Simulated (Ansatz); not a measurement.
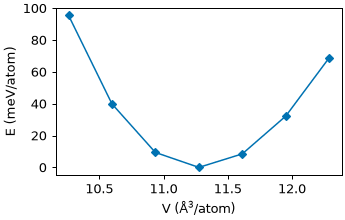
RuC in space group Pm-3m (No. 221; Ru on 3c, C on 3d) under volume change, PBE in the plane-wave PAW code Ansatz, scaled uniformly.

**Question.** What does a third-order Birch–Murnaghan fit give for V₀, B₀ and B′?

**Answer.** V₀ = 11.27 Å³/atom, B₀ = 282 GPa, B′ = 4.5.

The start of the workflow was typed in or built on a structure type; neither database checked (COD, Materials Project) lists it. Its standing as an ambient phase is unchecked. Symmetry was held in the PBE relaxation; whether a distortion lowers the energy is not shown. No spin polarisation was allowed. Its formation energy is positive at this level, so the cell may be metastable or incomplete.

Potentials: the earlier of the program's two PAW sets.
